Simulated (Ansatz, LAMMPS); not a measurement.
# Ionic liquid MMIM+ FSI- with water, from a frame at 450 K (134 atoms): geometry optimisation, part 3 of 3

Wanted: the relaxed structure of ionic liquid MMIM+ FSI- with water, from a frame at 450 K (134 atoms) and its electronic structure.

Ansatz 0.2.0; Kohn-Sham DFT, PBEsol, PAW (set soft_2), plane waves.

The cell: 25 C, 15 N, 51 H, 10 S, 23 O and 10 F. The network of contacts between molecules at the start is that of the classical potential that made the cell. The functional has no dispersion term. The density was typed from a rule of thumb and may lie off the real one at this temperature. The Brillouin zone is sampled at Γ only, in a cell whose shortest periodic width is 12 Å.

So far, density (g/cm³): step 5 (structure statistics after relaxation) 1.47.

## Step 6: Single point at the relaxed geometry

The electronic structure is read at the final geometry, in a run of its own.

The input, input.yaml:

```yaml
crystal:
  lattice:
    - [11.75894, 0.0, 0.0]
    - [0.0, 11.75894, 0.0]
    - [0.0, 0.0, 11.75894]
  atoms:
    - { symbol: C, position: [0.24282, 0.79269, 0.90648] }
    - { symbol: "N", position: [0.33634, 0.77924, 0.82688] }
    - { symbol: C, position: [0.32883, 0.72778, 0.72208] }
    - { symbol: C, position: [0.43301, 0.73727, 0.672] }
    - { symbol: "N", position: [0.50143, 0.79463, 0.74756] }
    - { symbol: C, position: [0.61924, 0.82594, 0.72922] }
    - { symbol: C, position: [0.44168, 0.81981, 0.84104] }
    - { symbol: H, position: [0.27581, 0.78389, 0.99333] }
    - { symbol: H, position: [0.17959, 0.72637, 0.88882] }
    - { symbol: H, position: [0.20322, 0.87646, 0.89385] }
    - { symbol: H, position: [0.24967, 0.6911, 0.6918] }
    - { symbol: H, position: [0.46284, 0.70906, 0.58923] }
    - { symbol: H, position: [0.62785, 0.86337, 0.64403] }
    - { symbol: H, position: [0.67421, 0.75055, 0.73644] }
    - { symbol: H, position: [0.64385, 0.88877, 0.79356] }
    - { symbol: H, position: [0.47597, 0.86542, 0.91532] }
    - { symbol: C, position: [0.53995, 0.32731, 0.33307] }
    - { symbol: "N", position: [0.50997, 0.26755, 0.22945] }
    - { symbol: C, position: [0.56003, 0.28217, 0.12463] }
    - { symbol: C, position: [0.50663, 0.20944, 0.05173] }
    - { symbol: "N", position: [0.4251, 0.15287, 0.11338] }
    - { symbol: C, position: [0.34765, 0.0681, 0.06815] }
    - { symbol: C, position: [0.42844, 0.18902, 0.22116] }
    - { symbol: H, position: [0.63152, 0.31788, 0.34898] }
    - { symbol: H, position: [0.49338, 0.28936, 0.40437] }
    - { symbol: H, position: [0.51636, 0.41742, 0.32619] }
    - { symbol: H, position: [0.62821, 0.34303, 0.10936] }
    - { symbol: H, position: [0.5217, 0.1908, 0.96251] }
    - { symbol: H, position: [0.25954, 0.09539, 0.08344] }
    - { symbol: H, position: [0.36265, 0.98579, 0.11001] }
    - { symbol: H, position: [0.36395, 0.06052, 0.97631] }
    - { symbol: H, position: [0.37465, 0.1592, 0.29061] }
    [... 96 atom lines left out ...]
    - { symbol: O, position: [0.58561, 0.93547, 0.02959] }
    - { symbol: H, position: [0.56025, 0.9382, 0.10896] }
    - { symbol: H, position: [0.64763, 0.87784, 0.03] }
    - { symbol: O, position: [0.74289, 0.77133, 0.05085] }
    - { symbol: H, position: [0.80376, 0.74122, 0.00134] }
    - { symbol: H, position: [0.69036, 0.70789, 0.06546] }
kpoints:
  mp_grid: { grid: [1, 1, 1] }
hamiltonian:
  xc: pbesol
scf:
  occupations: { method: fixed }
output:
  forces: true
  stress: true
  populations: intrinsic
  dos:
    method: { smearing: { sigma: 0.08 } }
    de: 0.1
    projected: { site_lists: { C: [C], F: [F], H: [H], "N": ["N"], O: [O] } }
  eigenvalues: true
  write_density: true
  write_potential: true
  volumetric_format: npy
  elf: true
```

Command:

```sh
> ansatz run input.yaml --threads 4 --pin off --max-ram 8192MiB --backend cpu --events-out ev --progress --plain --runs-dir out
```

Numbers of over 12 decimals in the logs are rounded to 6 here.

The program printed:

```text
[...]
Crystal: 134 atoms, lattice volume = 1625.940 Å³
Basis set: ecut = 420 eV, 31799 PW (Γ), exchange–correlation on 160×160×160 points (8 copies of the dense FFT grid, shifted against one another)
Bands: 381, of which v1, the nominal top of the filled ones, is band 247 counted from 1 (246 counted from 0)
Symmetry: 1 space group operations
[...]
k-points: 1
[...]
SCF iter   1: F=—  HF=-42386.601134 eV  |F-HF|=—  |Δ(HF+E_count)|=         —  Δρ=8.97e-3  dr2=1.06e0  ethr=1.77e-3  ⟨swp⟩=5.0  Hψ=1463  notcnv=0  defer=129
[...]
SCF iter  10: F=-42386.320908 eV  HF=-42386.320908 eV  |F-HF|=4.86e-8  |Δ(HF+E_count)|=   2.77e-7  Δρ=2.29e-6  dr2=8.41e-8  ethr=2.02e-11  ⟨swp⟩=20.0  Hψ=3715  notcnv=0
SCF 1 converged in 10 iterations: F = -42386.320908 eV  dr2 = 8.41e-8
[...]
WARN: The input density's exchange-correlation potential varies sharply where the density is thin. Do not read a vacuum level from v_tot or v_xc, or from such a field of the output density. On a cell that repeats whose density bears no net charge and no dipole along the vacuum's axis use v_es (v_loc + v_h of the components); [...]
SCF converged after 10 iterations
Free energy (F): -42386.320908 eV
[...]
Internal energy: -42386.320908 eV  (E = F + TS)
E sigma→0 (E₀):  -42386.320908 eV
Fermi energy:    -0.323108 eV
[...]
--- Forces (eV/Å), atoms counted from 1 ---
  atom   1  C     -0.00323676    -0.00053358    -0.00132009
  atom   2  N      0.00486025    -0.00068988     0.01019610
  atom   3  C     -0.00460485     0.00142018    -0.01051700
  atom   4  C     -0.00576984    -0.00042547    -0.00009386
  atom   5  N      0.00373548    -0.00135341     0.00818929
  atom   6  C     -0.00009375    -0.00280727     0.00214467
  atom   7  C      0.00307654     0.00644833    -0.00729317
  atom   8  H     -0.00087440    -0.00032174    -0.00013223
  atom   9  H      0.00246274     0.00152157     0.00154710
  atom  10  H      0.00248710    -0.00068390    -0.00029994
  atom  11  H      0.00368488     0.00090589     0.00084556
  atom  12  H     -0.00020559    -0.00094021    -0.00096219
  atom  13  H      0.00112224     0.00067169     0.00194701
  atom  14  H     -0.00132793     0.00268310    -0.00054797
[...]
atom 133  H     -0.00552523     0.00188806     0.00337270
  atom 134  H      0.00654078     0.00589274     0.00108081
  max |Σ_I F_I| component: 1.11e-4 eV/Å
--- Stress (GPa, compression-positive) ---
        0.200104      -0.044344      -0.107172
       -0.044343       0.139118      -0.060328
       -0.107172      -0.060327       0.124778
  P = ⅓ Tr σ = 0.1547 GPa (1.547 kbar)
--- Band table (eV) ---
[...]
--- intrinsic populations: 134 sites ---
  site symbol       q [e]
     0      C      4.4516
     1      N      4.9867
     2      C      4.1332
[...]
133      H      0.6078
  spilling = 0.000000 (of n_electrons = 494.000000)
```

The job ended after 25 s (4 threads of Arm Neoverse V2, shared host; peak memory 2 GiB; 96 s of CPU time).

The program notes that the exchange-correlation potential is rough where the density is thin.

The run gave:

* free energy: -42386.3209 eV
* free energy per atom: -316.3158 eV/atom
* SCF cycles: 10
* pressure: 0.1547 GPa
* r.m.s. force component: 0.00595 eV/Å
* longest force: 0.03939 eV/Å
* Fermi energy: -0.3231 eV
* gap (highest filled to lowest empty level): 4.511 eV

Intrinsic-atomic-orbital charges by element and coordination:

```
element  coordination  atoms  mean charge (e)  spread   least    most
      C           all     25           -0.230   0.186  -0.453  0.0215
      C             3     15          -0.0847  0.0688  -0.147  0.0215
      C             4     10           -0.448  0.0038  -0.453  -0.440
      F           all     10           -0.489  0.0087  -0.502  -0.478
      H           all     51            0.239   0.052   0.197   0.392
      N           all     15           -0.348   0.511   -1.08  0.0247
      N             2      5            -1.07  0.0053   -1.08   -1.06
      N             3     10           0.0132  0.0049  0.0047  0.0247
      O           all     23           -0.863  0.0259  -0.891  -0.769
      O             1     20           -0.872  0.0085  -0.891  -0.861
      O             2      3           -0.803  0.0242  -0.821  -0.769
      S           all     10             2.35  0.0061    2.34    2.36
```

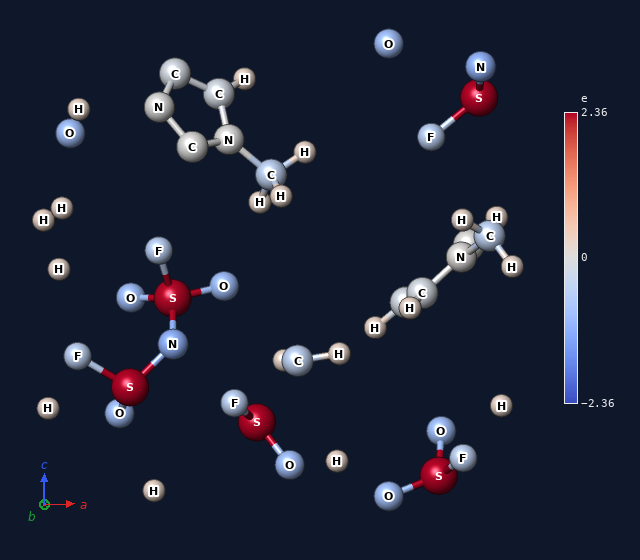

Atoms coloured by intrinsic-atomic-orbital charge. Drawn is a slice 4 Å thick, seen along the normal of the ac plane. Bonds to atoms that aren't drawn are left out.

States in the cell by windows of 1 eV, zero at the Fermi level; the larger projections on atomic orbitals stand beside the total:

```
from (eV)  to (eV)  total   O p   C p   F p  N p  H s
      -10       -9   21.4   0.9   4.0   4.1  4.1  1.6
       -9       -8   18.5   0.9   3.3   4.5  2.0  1.5
       -8       -7   15.4   2.7   4.2   0.6  1.3  3.2
       -7       -6   36.0  10.7   5.1   3.8  5.6  1.7
       -6       -5   52.4   7.6  15.3   6.9  8.1  7.9
       -5       -4   51.6   8.9  10.2  21.4  3.5  4.2
       -4       -3   52.1  14.3  16.4   5.6  3.7  8.3
       -3       -2   34.7  23.6   1.7   2.7  3.3  0.7
       -2       -1   43.7  27.6   2.7   2.8  7.6  1.5
       -1        0   31.5  12.6   9.2   0.7  7.7  0.3
        0        1    0.6   0.1   0.5   0.0  0.0  0.0
        1        4    0.0   0.0   0.0   0.0  0.0  0.0
        4        5    9.7   0.0   5.2   0.0  3.3  0.6
```

The curve was stored every 0.10 eV, coarse against its broadening of 0.08 eV, so these counts are rough.

With fixed occupations the program's Fermi level is the highest filled level; weight inside the gap is the broadening of levels at its edges.

Between -26 and -10 eV lie 136 more states.

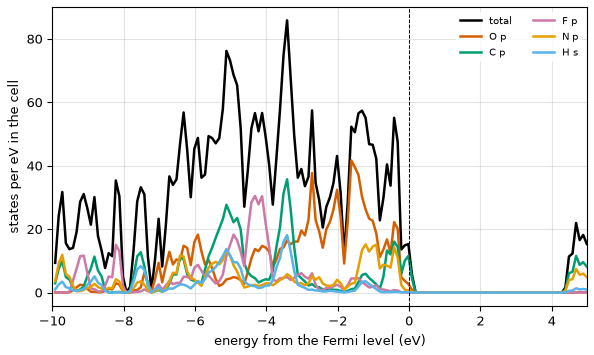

Total and projected density of states, with the broadening of the input.

Not all projections were asked for or kept, so they needn't add up to the total.

The levels nearest the highest filled one (over half full), pooled over k-points and spins:

```
level less the highest filled one (eV)  occupation
                                -0.375           2
                                -0.363           2
                                -0.340           2
                                -0.298           2
                                -0.123           2
                                     0           2
                                  4.51           0
                                  4.67           0
                                  4.73           0
                                  4.87           0
                                  4.97           0
                                  5.19           0
```

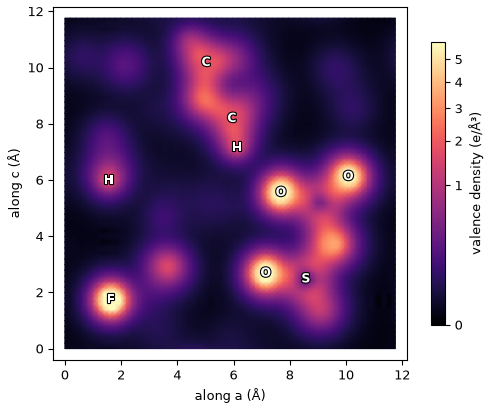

Valence density in the ac plane at fractional y = 0.193, with atoms of C and H and F and O and S within 0.2 Å of it. It is the smooth field of the valence electrons, not physical close to the nuclei. The map starts off the cell's origin, so that atoms lie inside it. The colour scale is stretched toward low values.

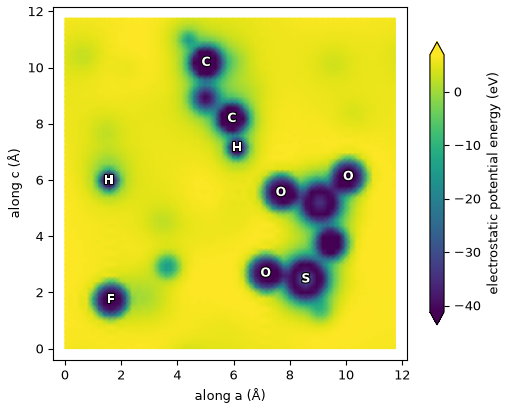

Electrostatic potential energy in the ac plane at fractional y = 0.193, with atoms of C and H and F and O and S within 0.2 Å of it. With pseudopotentials it is smooth inside the atoms' cores, unlike the true potential. The map starts off the cell's origin, so that atoms lie inside it.

Mean intrinsic-atomic-orbital charges: C -0.23, F -0.49, H +0.24, N -0.35, O -0.86, S +2.35 e. The largest share in the top eV of filled states is O p (40 % of the projected weight), and in the lowest eV of empty states C p (63 % of the projected weight).

Local excerpt of 12 atoms (numbers count through the whole input) about S100, one of the 10 S atoms; x, y, z are measured from there.

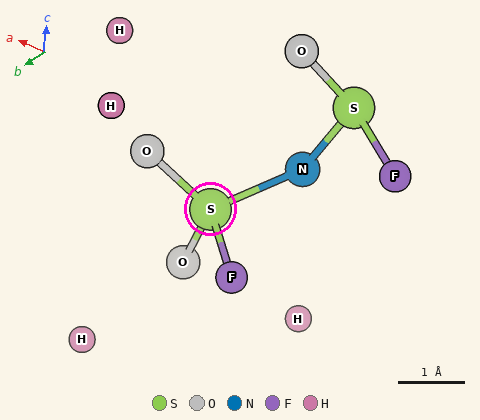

The atoms of the table, within 3.3 Å (arrows a, b, c point along x, y, z); some may hide others; the central atom is ringed.

| atom | x | y | z | distance (Å) | bonds | intrinsic-atomic-orbital charge (e) |
| --- | --- | --- | --- | --- | --- | --- |
| S100 | 0.00 | 0.00 | 0.00 | 0.00 | 4 | 2.36 |
| O101 | 0.54 | -0.19 | -1.32 | 1.44 | 1 | -0.87 |
| O102 | 0.84 | 0.60 | 1.01 | 1.44 | 1 | -0.86 |
| N99 | -0.76 | -1.32 | 0.41 | 1.57 | 2 | -1.07 |
| F103 | -1.18 | 1.07 | -0.19 | 1.60 | 1 | -0.49 |
| S104 | -1.50 | -1.47 | 1.80 | 2.77 | 4 | 2.35 |
| H128 | 1.93 | -0.03 | 2.43 | 3.10 | 1 | 0.39 |
| O106 | -0.91 | -0.80 | 2.92 | 3.16 | 1 | -0.87 |
| H75 | -0.62 | -1.75 | -2.63 | 3.22 | 1 | 0.24 |
| H32 | 1.59 | 0.85 | -2.68 | 3.23 | 1 | 0.24 |
| F107 | -2.86 | -0.68 | 1.55 | 3.33 | 1 | -0.49 |
| H64 | 0.68 | 1.97 | 2.62 | 3.34 | 1 | 0.24 |

The column of bonds counts only the pairs H-C within 1.34 Å, H-O within 1.21 Å, C-C within 1.77 Å, C-N within 1.79 Å, O-S within 1.88 Å, N-S within 1.98 Å, F-S within 1.98 Å; other neighbours, such as metal atoms beside each other in a compound, aren't counted, and periodic images can show an atom twice.

## Step 7: Other settings

Changed here: basis.precision = "f64", hamiltonian.dispersion = "d3bj", scf.algorithm = "direct_min" and scf.eigensolver.kind = "davidson".

This step: Kohn-Sham DFT, PBEsol+D3(BJ), PAW (set soft_2), plane waves (Ansatz 0.2.0).

The input, input.yaml:

```yaml
crystal:
  lattice:
    - [11.75894, 0.0, 0.0]
    - [0.0, 11.75894, 0.0]
    - [0.0, 0.0, 11.75894]
  atoms:
    [... the 134 atom lines of step 3 ...]
kpoints:
  mp_grid: { grid: [1, 1, 1] }
hamiltonian:
  xc: pbesol
  dispersion: d3bj
scf:
  occupations: { method: fixed }
  eigensolver: { kind: davidson }
  algorithm: direct_min
output:
  forces: true
  stress: true
  populations: true
  dos:
    method: { smearing: { sigma: 0.15 } }
    de: 0.1
    projected: { site_lists: { C: [C], F: [F], H: [H], "N": ["N"], O: [O] } }
  eigenvalues: true
basis:
  precision: f64
```

The program printed:

```text
[...]
davidson cushion auto → on  (no smearing: the cushion is to keep the highest requested band from converging to the state above it; pin scf.eigensolver.cushion to override)
Crystal: 134 atoms, lattice volume = 1625.940 Å³
Basis set: ecut = 420 eV, 31799 PW (Γ), exchange–correlation on 160×160×160 points (8 copies of the dense FFT grid, shifted against one another)
Bands: 381, of which v1, the nominal top of the filled ones, is band 247 counted from 1 (246 counted from 0)
Symmetry: 1 space group operations
[...]
k-points: 1
[...]
SCF iter   1: F=—  HF=-42381.422142 eV  |F-HF|=—  |Δ(HF+E_count)|=         —  Δρ=9.11e-3  dr2=1.16e0  ethr=1.77e-3  ⟨swp⟩=10.0  Hψ=2145  notcnv=0
[...]
SCF iter   7: F=—  HF=-42381.148700 eV  |F-HF|=—  |Δ(HF+E_count)|=   2.81e-7  Δρ=1.87e-6  dr2=5.19e-8  ethr=1.76e-10  ⟨swp⟩=4.0  Hψ=966  notcnv=0
SCF iter   8: F=-42381.148700 eV  HF=-42381.148700 eV  |F-HF|=2.28e-9  |Δ(HF+E_count)|=   1.19e-8  Δρ=4.64e-7  dr2=2.57e-9  ethr=1.05e-11  ⟨swp⟩=4.0  Hψ=1007  notcnv=0
SCF 1 converged in 8 iterations: F = -42381.148700 eV  dr2 = 2.57e-9
  Residual-converged pass: ⟨swp⟩=2.0  Hψ=676  notcnv=0  max |occ|·‖R‖ = 5.2e-6 eV (tolerance 6.7e-6 eV)  dr2=2.54e-9  dr2_onsite=1.70e-10  max |Δocc| = 0.0e0
[...]
SCF converged after 8 iterations
Stability not checked: this state was not tested for a lower state beside it, because a direct minimisation reached the state, and no test of it is asked (direct_minimisation; see scf.lower_state_search)
Free energy (F): -42381.148700 eV
[...]
Internal energy: -42381.148700 eV  (E = F + TS)
E sigma→0 (E₀):  -42381.148700 eV
Fermi energy:    0.123795 eV
[...]
Σ components = -42381.148700   (vs F -42381.148700, Δ=0.00e0)
--- Forces (eV/Å), atoms counted from 1 ---
  atom   1  C      1.22359550    -0.37224660     1.80098111
  atom   2  N     -1.80832358     0.87237588     0.93972264
  atom   3  C     -0.03294162    -1.52121297    -0.03434862
  atom   4  C      0.28148232     0.01443655    -2.60367514
[...]
atom 134  H      0.81299570    -0.37502705    -0.21463067
  max |Σ_I F_I| component: 7.43e-5 eV/Å
--- Stress (GPa, compression-positive) ---
        0.440070       0.146870       0.788219
        0.146869       2.251190       0.476586
        0.788219       0.476587       0.386368
  P = ⅓ Tr σ = 1.0259 GPa (10.259 kbar)
--- Band table (eV) ---
[...]
--- Löwdin populations: 134 sites ---
  site symbol       q [e]
     0      C      4.3941
     1      N      4.9309
     2      C      4.0645
[...]
133      H      0.6230
  spilling = 0.017712 (of n_electrons = 494.000000)
```

It took 1.8 min on 4 threads; peak memory 2.3 GiB; 6.9 min of CPU time.

Geometry and reference: those of the single point at the start.

Forces differ from those of the single point at the start by 21 meV/Å r.m.s., 1.8 % of their size; the pressure by -0.50 GPa. It took 4.5 times the reference's time, which goes against the count of work (plane waves, k-points, bands and cycles) (shared host, so rough).

## Step 8: Summary of results

```
energy change in the relaxation                  : -80.53 meV/atom
r.m.s. displacement                              : 1.509 Å
largest displacement                             : 3.185 Å
free energy per atom                             : -316.3158 eV/atom
pressure                                         : 0.1547 GPa
r.m.s. force component                           : 0.00595 eV/Å
gap (highest filled to lowest empty level) : 4.511 eV
wall time of the 4 DFT runs                      : 23 min
```

Relaxation lowers the energy by 80.5 meV/atom and moves atoms by 1.5 Å r.m.s.; the r.m.s. force component goes from 1.2 to 0.0060 eV/Å, the pressure goes from 1.5 to 0.15 GPa, and the gap from 3.65 to 4.51 eV. By the final cutoffs no bond was broken or made. First to last step the energy falls by 10.791 eV; the largest move, 3.19 Å, is that of F107, with 1 other atom within 2 % of it. The H-O bonds change most in mean length: from 1.000 Å (spread 0.000) to 0.985 Å (spread 0.006). Counting bonds as in the table, 60 % of C atoms have 3, all F atoms have 1, all H atoms have 1 and 67 % of N atoms have 3 bonded neighbours. Between filled and empty levels lie 4.51 eV (at Γ alone); a semilocal functional tends to put such gaps too low. In a disordered cell it changes from sample to sample and from frame to frame.

Caveats: The network of contacts between molecules at the start is that of the classical potential that made the cell; in DFT atoms moved by 1.5 Å r.m.s.

[Logs are printed without paths, hosts, clocks, repeated set-up lines and the standing remarks that a program may print on its own settings, such as how far it seeks lower states.]

[Hosts, paths, dates, database ids (printed as entryN), source tags and the programs' standing remarks are cut or masked in the printed files.]
